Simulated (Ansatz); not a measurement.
CH7BFGeN

```xyz
12

B     0.3205    1.1256    0.6484
Ge   -0.0649   -0.8537    1.2564
F    -1.5401   -1.4274    2.0670
N    -0.7280   -0.6419   -0.7340
C     0.2565    0.5012   -0.8775
H    -0.7143    1.7205    0.9532
H     1.3549    1.6405    1.0447
H     0.7454   -2.2054    1.1317
H    -1.6919   -0.2804   -0.6710
H    -0.7109   -1.3629   -1.4714
H    -0.0601    1.2084   -1.6739
H     1.2169    0.0482   -1.2019
```

The calculation used RKS PBE/def2-SVP (Ansatz).

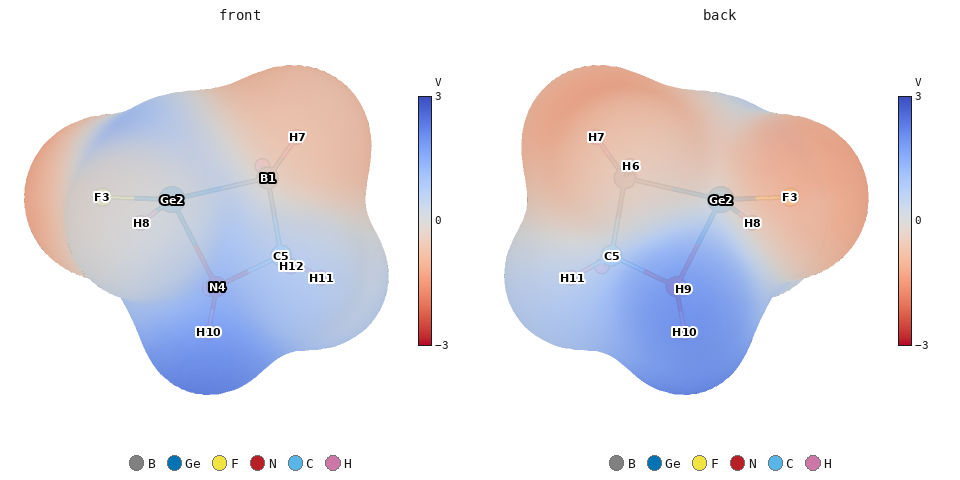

Figure 1. The molecular electrostatic potential painted on the density surface at 0.001 e/bohr³, seen from the front and from behind; the colour scale runs from red (negative) to blue (positive).

**Where is the surface potential most negative and most positive?**

The most negative region (about −1.2 V) lies over F3, the most positive (about +2.1 V) over H10.

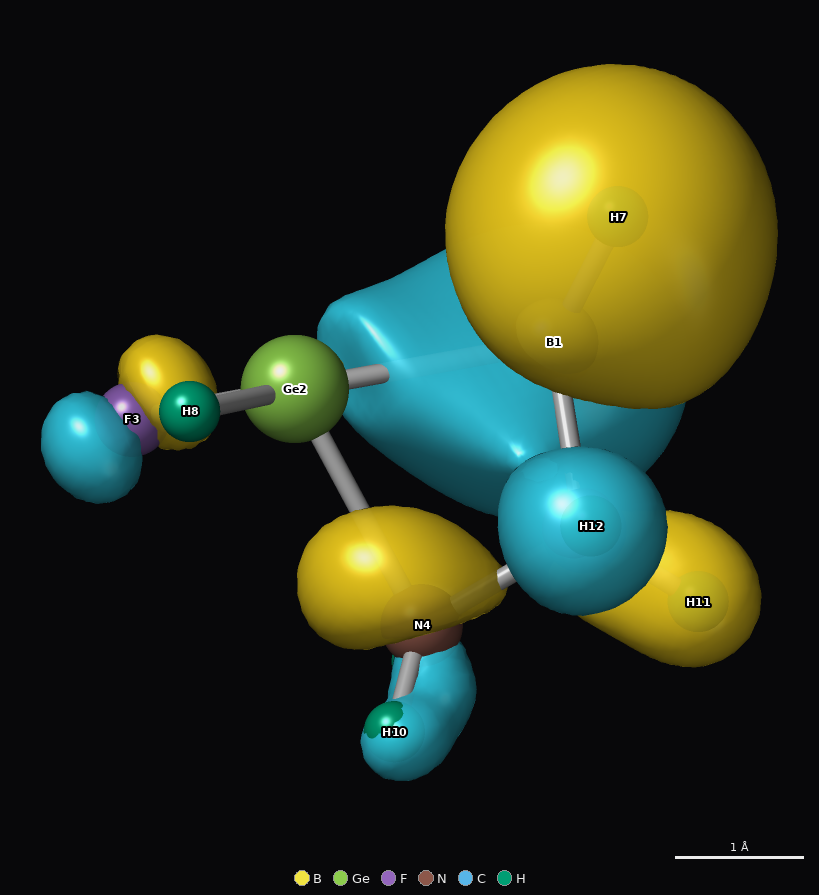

Figure 2. The HOMO−1 at ±0.08 Å⁻³ᐟ² (yellow and cyan are the two phases), seen at a tilt.

**Describe this orbital and give its energy.**

By Hirshfeld shares it lies mainly on B1 (about 35 %), H7 (about 30 %) and H6 (about 15 %). Its energy is −6.85 eV.

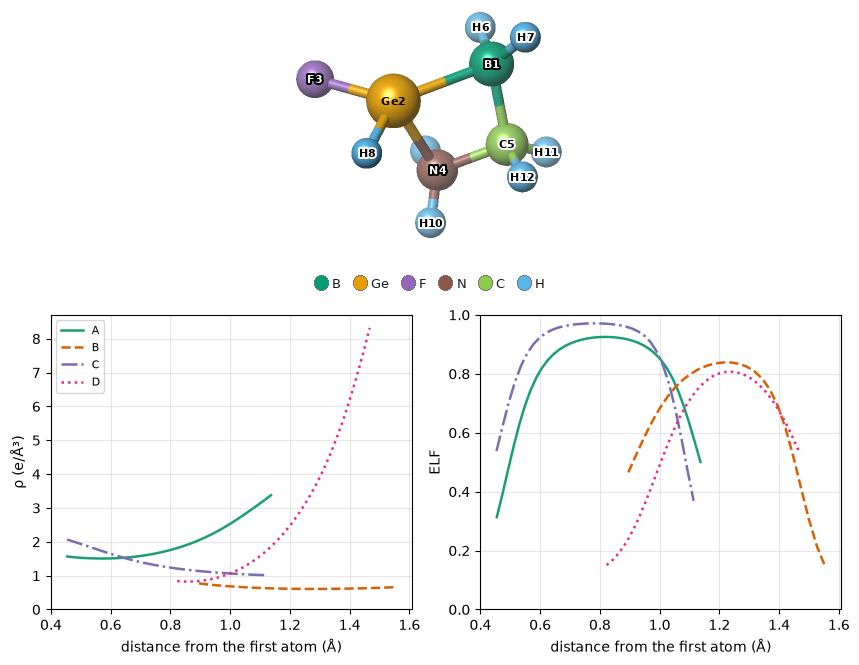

Figure 3. Electron density and electron localisation function along straight lines between neighbouring atoms. The curves leave out the atomic cores. The structure is drawn too.

**Which curve belongs to which contact (C–B, C–N, Ge–B and Ge–F)? The first atom named is at distance zero.**

Curve A: C–N (1.52 Å): ρ at the midpoint is about 1.7 e/Å³; the ELF peaks at about 0.95 between the atoms: a shared electron pair. Curve B: Ge–B (2.11 Å): the density is about 0.65 e/Å³ at the midpoint; the ELF peaks at about 0.85 between the atoms, as expected for localised, covalent bonding. Curve C: C–B (1.65 Å): ρ at the midpoint is about 1.2 e/Å³; the ELF peaks at about 1 between the atoms: a shared electron pair. Curve D: Ge–F (1.78 Å): ρ is about 0.84 e/Å³ halfway; the ELF peaks at about 0.80 in the valence shell of F, 0.5 Å from its nucleus, and is about 0.25 at the midpoint.
